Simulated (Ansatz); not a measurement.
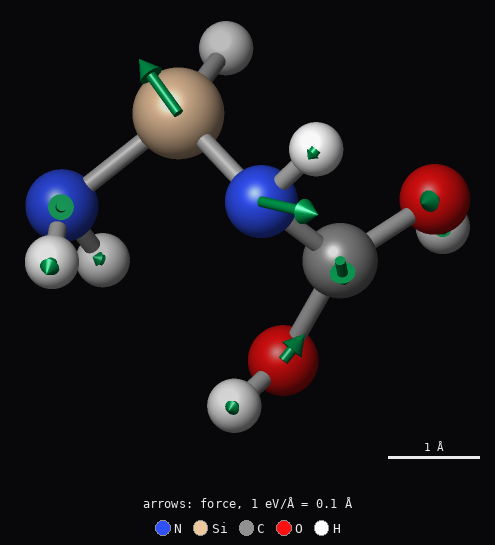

Starting geometry of CH6N2O2Si (coarse preliminary run) with the computed forces as green arrows. The picture is a ball-and-stick view, seen face on.

The start comes from a force field.

These are results of RKS PBE-D4/def2-SVP (Ansatz 0.2.0), not measurements. (force threshold 0.03 eV/Å; at most 200 steps)

What follows when this structure is relaxed?

Answer. It isn't relaxed: the largest force vector, on an N atom, is 9.57 eV/Å. The final displacements have little in common with the starting forces (cosine between the two patterns 0.12). After 20 accepted moves (22 points after the start) the energy has fallen by 4.865 eV. Largest force component: 8.9 eV/Å at the start, 0.0078 eV/Å at the end. The line search rejected the trial steps at points 12, 18 of the run. The atom that moves furthest after the best rigid fit is an H atom (1.59 Å). Largest moves by element: H 1.59 Å, O 0.97 Å, N 0.76 Å, Si 0.52 Å, C 0.48 Å. Near-neighbour distances that change, for instance: H–N 2.935 → 1.067 Å, H–O 0.949 → 1.683 Å, C–Si 2.423 → 2.913 Å, N–Si 1.693 → 2.022 Å. New bonds form: H–N (2.93 → 1.07 Å). Bonds break: H–O (0.95 → 1.68 Å). Among the angles between lasting bonds that change: N–Si–H 111.7° → 85.7°, N–Si–H 121.6° → 95.8°, Si–N–C 110.4° → 128.6°. The run took 35 s on 4 threads of Arm Neoverse V1, with other jobs on the host.
